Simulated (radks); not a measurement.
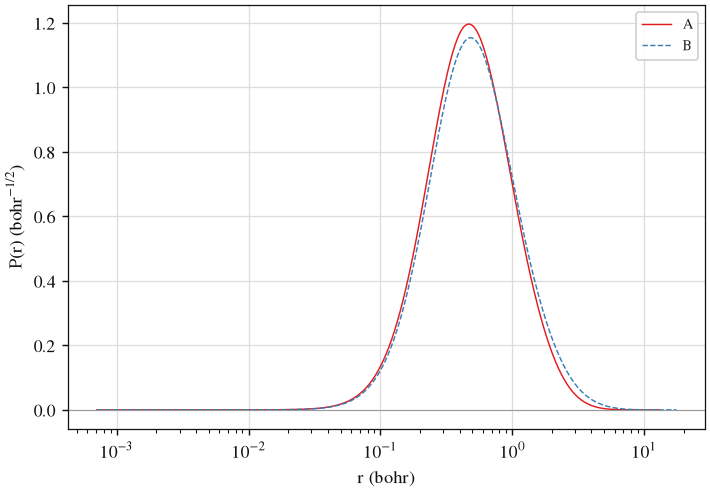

Two nuclei with the same 70 electrons, [Xe] 4f14 6s2, were computed: Lu⁺; Yb. All numbers are computed, not measured: scalar-relativistic Kohn-Sham, LB94 model potential, spin-unpolarised, spherical densities, finite nucleus (the in-house radial solver radks).

The plot shows P(r) = r R(r) of the 4f orbital in both runs (large components where relativistic).

Which curve belongs to which run?

Answer. A is Lu⁺ (⟨r⟩ = 0.710 bohr, eigenvalue −26.4 eV); B is Yb (⟨r⟩ = 0.769 bohr, eigenvalue −9.42 eV). The larger nuclear charge pulls the orbital in.
